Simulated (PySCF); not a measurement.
**One shape, several levels: C4H8F− (SMILES CC(C)[CH-]F)**

Aim: a comparison of 6 runs (HF/STO-3G, B3LYP/STO-3G, B2PLYP/3-21G, r2SCAN/6-31+G*, PBE0/aug-cc-pVDZ, MP2/6-31+G*) of C4H8F−. The job is set up through a Python script.

The calculation is run with PySCF 2.14.0.

### Step 1. The structure to begin with

The species is C4H8F− (13 atoms), meant as a singlet with charge -1. SMILES: `CC(C)[CH-]F`. The coordinates come from a GFN2-xTB relaxation. This is one conformer, not always the lowest.

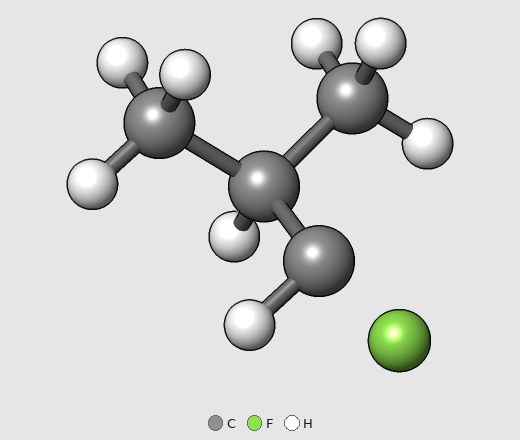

The structure, seen from a chosen angle (carbon grey, fluorine green, hydrogen white).

### Step 2. Energy and forces at HF/STO-3G (run 1)

Input file run.py:

```python
# CC(C)[CH-]F
from pyscf import gto, scf

mol = gto.Mole()
mol.atom = [
    ('C', (-0.446120, -1.104430, 0.760890)),
    ('C', (-0.012870, 0.252770, 0.208400)),
    ('C', (1.222930, 0.074580, -0.678410)),
    ('C', (-1.163370, 0.850770, -0.624130)),
    ('F', (-0.766730, 2.294390, -0.807860)),
    ('H', (0.375190, -1.607690, 1.282230)),
    ('H', (-1.275920, -0.988790, 1.458610)),
    ('H', (-0.781500, -1.741660, -0.057120)),
    ('H', (0.299670, 0.886420, 1.072110)),
    ('H', (2.068680, -0.345050, -0.120910)),
    ('H', (0.986520, -0.587810, -1.510580)),
    ('H', (1.518260, 1.039000, -1.086240)),
    ('H', (-2.024730, 0.977490, 0.103020)),
]
mol.spin = 0
mol.max_memory = 1860
mol.charge = -1
mol.verbose = 3
mol.basis = 'sto-3g'
mol.build()

hf = scf.RHF(mol)
hf.conv_tol = 1e-10
hf.kernel()
if not hf.converged:
    hf = hf.newton().run(hf.mo_coeff, hf.mo_occ)

e_tot = hf.e_tot
print(f'total energy: {e_tot:.8f} hartree')
grad = hf.nuc_grad_method().kernel()
hf.analyze()
```

Command:

```
$ OMP_NUM_THREADS=1 python run.py
```

Log:

```text
converged SCF energy = -252.062554707245
total energy: -252.06255471 hartree
--------------- RHF gradients ---------------
         x                y                z
0 C    -0.0008703955     0.0131522609    -0.0084857912
1 C    -0.0025342557    -0.0214672269    -0.0248346346
2 C    -0.0130168241     0.0030977845     0.0023870381
3 C     0.0182850231    -0.0686078364     0.0306512075
4 F     0.0121359424     0.0571501822    -0.0088091859
5 H     0.0060866252     0.0010381858     0.0014374889
6 H    -0.0029151208     0.0018906677     0.0018758045
7 H    -0.0011442314    -0.0000689272    -0.0042170456
8 H    -0.0006255276     0.0109546664     0.0069690972
9 H     0.0019220668    -0.0019881242     0.0060263411
10 H    -0.0035113401    -0.0019637446    -0.0020251960
11 H    -0.0014164202     0.0026624701     0.0001725789
12 H    -0.0123955420     0.0041496417    -0.0011477029
----------------------------------------------
**** MO energy ****
MO #1   energy= -25.4771665518418  occ= 2
MO #2   energy= -10.8404428150243  occ= 2
MO #3   energy= -10.8314552114034  occ= 2
MO #4   energy= -10.7861109012527  occ= 2
MO #5   energy= -10.5589508042666  occ= 2
MO #6   energy= -1.08702898544484  occ= 2
MO #7   energy= -0.808774905600316 occ= 2
MO #8   energy= -0.699898028091489 occ= 2
MO #9   energy= -0.57232063125246  occ= 2
MO #10  energy= -0.441596356109734 occ= 2
MO #11  energy= -0.380639778174987 occ= 2
MO #12  energy= -0.344573497843568 occ= 2
MO #13  energy= -0.332146972440096 occ= 2
MO #14  energy= -0.319140121143493 occ= 2
MO #15  energy= -0.236351494966653 occ= 2
MO #16  energy= -0.23049541601205  occ= 2
MO #17  energy= -0.169624105526636 occ= 2
MO #18  energy= -0.136212762387096 occ= 2
MO #19  energy= -0.0951702212906522 occ= 2
MO #20  energy= -0.0578077224049391 occ= 2
MO #21  energy= 0.115802383989138  occ= 2
MO #22  energy= 0.817107994093416  occ= 0
MO #23  energy= 0.832418812082933  occ= 0
MO #24  energy= 0.845266227903435  occ= 0
MO #25  energy= 0.899526764268259  occ= 0
MO #26  energy= 0.902174868171284  occ= 0
MO #27  energy= 0.918402500036553  occ= 0
MO #28  energy= 0.940056273931395  occ= 0
MO #29  energy= 0.976747379375662  occ= 0
MO #30  energy= 0.98563485334175   occ= 0
MO #31  energy= 1.02790664533639   occ= 0
MO #32  energy= 1.07519156114723   occ= 0
MO #33  energy= 1.08075452335491   occ= 0
 ** Mulliken atomic charges  **
charge of    0C =     -0.09990
charge of    1C =     -0.00998
charge of    2C =     -0.10223
charge of    3C =     -0.34718
charge of    4F =     -0.29761
charge of    5H =     -0.00955
charge of    6H =      0.00902
charge of    7H =      0.01511
charge of    8H =     -0.04271
charge of    9H =     -0.01391
charge of   10H =      0.01195
charge of   11H =      0.01688
charge of   12H =     -0.12989

WARN: System has nonzero charge -1; the dipole moment is origin-dependent.
Location of origin: [0. 0. 0.]

Dipole moment(X, Y, Z, Debye):  4.21677, -4.64349,  3.07032
```

Wall time 2.5 s (1 thread of Intel Xeon at 2.70GHz, shared host); peak memory 0.12 GiB.

### Step 3. Energy and forces at B3LYP/STO-3G (run 2)

Input file run.py:

```python
# CC(C)[CH-]F
from pyscf import gto, dft

molecule = gto.M(
    atom='''
C       -0.446120      -1.104430       0.760890
C       -0.012870       0.252770       0.208400
C        1.222930       0.074580      -0.678410
C       -1.163370       0.850770      -0.624130
F       -0.766730       2.294390      -0.807860
H        0.375190      -1.607690       1.282230
H       -1.275920      -0.988790       1.458610
H       -0.781500      -1.741660      -0.057120
H        0.299670       0.886420       1.072110
H        2.068680      -0.345050      -0.120910
H        0.986520      -0.587810      -1.510580
H        1.518260       1.039000      -1.086240
H       -2.024730       0.977490       0.103020
''',
    verbose=3,
    charge=-1,
    basis='sto-3g',
    max_memory=1860,
)

calc0 = dft.RKS(molecule, xc='b3lyp')
calc0.grids.level = 5
calc0.conv_tol = 1e-10
calc0.kernel()
if not calc0.converged:
    calc0 = calc0.newton().run(calc0.mo_coeff, calc0.mo_occ)

e_final = calc0.e_tot
print(f'total energy: {e_final:.8f} hartree')
grad = calc0.nuc_grad_method().kernel()
calc0.analyze()
```

Command:

```
$ OMP_NUM_THREADS=1 python run.py
```

Log:

```text
converged SCF energy = -253.502623871088
total energy: -253.50262387 hartree
--------------- RKS gradients ---------------
         x                y                z
0 C    -0.0032240281     0.0101021849    -0.0085908373
1 C     0.0115300729    -0.0195323928    -0.0156567164
2 C    -0.0131029916     0.0037723125     0.0004736783
3 C     0.0185613468    -0.0336049149     0.0426683496
4 F     0.0021429260     0.0209908056    -0.0033995320
5 H    -0.0037117026     0.0072061295    -0.0048276020
6 H     0.0067077126     0.0001939099    -0.0057953919
7 H     0.0028781177     0.0063519181     0.0057040364
8 H    -0.0097823920     0.0017025597    -0.0090496628
9 H    -0.0085470012     0.0028618805    -0.0007465719
10 H     0.0000424174     0.0052523610     0.0072856196
11 H    -0.0035790715    -0.0090429676     0.0047383321
12 H     0.0000829261     0.0037444289    -0.0128048060
----------------------------------------------
**** MO energy ****
MO #1   energy= -23.9225455989124  occ= 2
MO #2   energy= -9.80255856905252  occ= 2
MO #3   energy= -9.79333923370707  occ= 2
MO #4   energy= -9.74866374131875  occ= 2
MO #5   energy= -9.51441758633212  occ= 2
MO #6   energy= -0.688672562284883 occ= 2
MO #7   energy= -0.532071206076047 occ= 2
MO #8   energy= -0.453633412725394 occ= 2
MO #9   energy= -0.340677013077639 occ= 2
MO #10  energy= -0.236491417341214 occ= 2
MO #11  energy= -0.208485664333932 occ= 2
MO #12  energy= -0.173775221223983 occ= 2
MO #13  energy= -0.161124123659002 occ= 2
MO #14  energy= -0.160116266677863 occ= 2
MO #15  energy= -0.0875980321514089 occ= 2
MO #16  energy= -0.0781598389728086 occ= 2
MO #17  energy= 0.00283604743873367 occ= 2
MO #18  energy= 0.0479148026639229 occ= 2
MO #19  energy= 0.136786971587694  occ= 2
MO #20  energy= 0.172183773416139  occ= 2
MO #21  energy= 0.295158962173026  occ= 2
MO #22  energy= 0.588672913883062  occ= 0
MO #23  energy= 0.598874035495052  occ= 0
MO #24  energy= 0.608487349883375  occ= 0
MO #25  energy= 0.652074307514427  occ= 0
MO #26  energy= 0.65534896683474   occ= 0
MO #27  energy= 0.666908248729865  occ= 0
MO #28  energy= 0.686866159926066  occ= 0
MO #29  energy= 0.719496208042464  occ= 0
MO #30  energy= 0.729558466648415  occ= 0
MO #31  energy= 0.760145461636973  occ= 0
MO #32  energy= 0.815112393871873  occ= 0
MO #33  energy= 0.817796750321024  occ= 0
 ** Mulliken atomic charges  **
charge of    0C =     -0.13739
charge of    1C =     -0.03196
charge of    2C =     -0.14151
charge of    3C =     -0.39822
charge of    4F =     -0.24228
charge of    5H =      0.00259
charge of    6H =      0.02051
charge of    7H =      0.02679
charge of    8H =     -0.03513
charge of    9H =     -0.00175
charge of   10H =      0.02384
charge of   11H =      0.02685
charge of   12H =     -0.11234

WARN: System has nonzero charge -1; the dipole moment is origin-dependent.
Location of origin: [0. 0. 0.]

Dipole moment(X, Y, Z, Debye):  4.09640, -4.25553,  2.94980
```

Run time: 22 s. Hardware: 1 thread of Intel Xeon at 2.70GHz, shared host; peak memory 0.4 GiB.

Runs 3 to 5 aren't shown in full; the table further down has their settings and results.

### Step 4. Energy and gradient at MP2/6-31+G(d) (spherical functions) (run 6)

Input file run.py:

```python
# CC(C)[CH-]F
import pyscf.grad
from pyscf import gto, mp

system = gto.M(
    atom='''
C     -0.843045    -2.087070     1.437874
C     -0.024321     0.477666     0.393819
C      2.311003     0.140936    -1.282009
C     -2.198451     1.607722    -1.179435
F     -1.448910     4.335769    -1.526634
H      0.709006    -3.038094     2.423064
H     -2.411139    -1.868542     2.756373
H     -1.476821    -3.291260    -0.107941
H      0.566294     1.675091     2.025994
H      3.909239    -0.652050    -0.228487
H      1.864253    -1.110800    -2.854582
H      2.869096     1.963425    -2.052696
H     -3.826185     1.847188     0.194680
''',
    charge=-1,
    unit='bohr',
    max_memory=1860,
    spin=0,
    verbose=4,
    basis='6-31+g*',
)

hf = system.RHF()
hf.conv_tol = 1e-10
hf.kernel()
if not hf.converged:
    hf = hf.newton().run(hf.mo_coeff, hf.mo_occ)

pt = mp.MP2(hf, frozen=5).run()
energy = pt.e_tot
print(f'total energy: {energy:.8f} hartree')
grad = pt.Gradients().kernel()
hf.analyze()
```

Command:

```
$ OMP_NUM_THREADS=1 python run.py
```

Log:

```text
PySCF version 2.14.0

[... 80 lines left out ...]
total energy: -256.19597812 hartree
[... 24 lines left out ...]
MO #8   energy= -0.765359001317075 occ= 2
[... 13 lines left out ...]
MO #22  energy= 0.198351723626707  occ= 0
[... 13 lines left out ...]
MO #36  energy= 0.392313756438901  occ= 0
[... 13 lines left out ...]
MO #50  energy= 0.674054075017033  occ= 0
[... 13 lines left out ...]
MO #64  energy= 1.31886295252615   occ= 0
[... 13 lines left out ...]
MO #78  energy= 1.92821671366786   occ= 0
[... 13 lines left out ...]
MO #92  energy= 2.53576961046414   occ= 0
[... 13 lines left out ...]
MO #106 energy= 3.71505646126769   occ= 0
[... 123 lines left out ...]
WARN: System has nonzero charge -1; the dipole moment is origin-dependent.
Location of origin: [0. 0. 0.]

Dipole moment(X, Y, Z, Debye):  4.14275, -4.97688,  4.34710
```

Run time: 35 s. Hardware: 1 thread of Intel Xeon at 2.70GHz, shared host; peak memory 0.86 GiB.

### Step 5. All runs side by side

```csv
run,level,integration grid,task,energy (Eh),HOMO energy (eV),LUMO energy (eV),HOMO–LUMO gap (eV),wall time
1,HF/STO-3G,–,gradient,-252.062555,3.15,22.23,19.08,2.5 s
2,B3LYP/STO-3G,5,gradient,-253.502624,8.03,16.02,7.99,22 s
3,B2PLYP/3-21G,5,energy,-255.229966,1.44,9.48,8.04,21 s
4,r2SCAN/6-31+G* (spherical functions),5,gradient,-256.881621,1.87,4.04,2.18,2.1 min
5,PBE0/aug-cc-pVDZ,5,gradient,-256.765915,0.77,2.87,2.09,3.2 min
6,MP2/6-31+G* (spherical functions),–,gradient,-256.195978,-1.88,5.40,7.27,35 s
```

### Step 6. Summary of results

| quantity | value |
| --- | --- |
| run 6: total energy | -256.19598 Eh |
| run 6: HOMO energy (Hartree–Fock orbitals) | -1.88 eV |
| run 6: LUMO energy (Hartree–Fock orbitals) | 5.40 eV |
| run 6: HOMO–LUMO gap (to an unbound level, set by the basis) | 7.27 eV |
| run 6: correlation energy (5 core orbitals frozen) | -718.0 mEh |
| run 6: largest force on an atom | 1.024 eV/Å |

What this shows: Over runs 1, 2, 3, 4, 5 the HOMO–LUMO gap runs from 2.09 eV (PBE0/aug-cc-pVDZ) to 19.08 eV (HF/STO-3G). The two ends differ in method and basis. The empty levels of an anion lie above zero and hang on the basis. Totals of different functionals can't be ranked against each other. In runs 1, 2, 3, 4, 5 the HOMO lies above zero, so the outermost electron may be held by the basis alone. In runs 1, 2 the basis is minimal, so the values are rough. All runs together took 6.6 min, the longest 3.2 min.
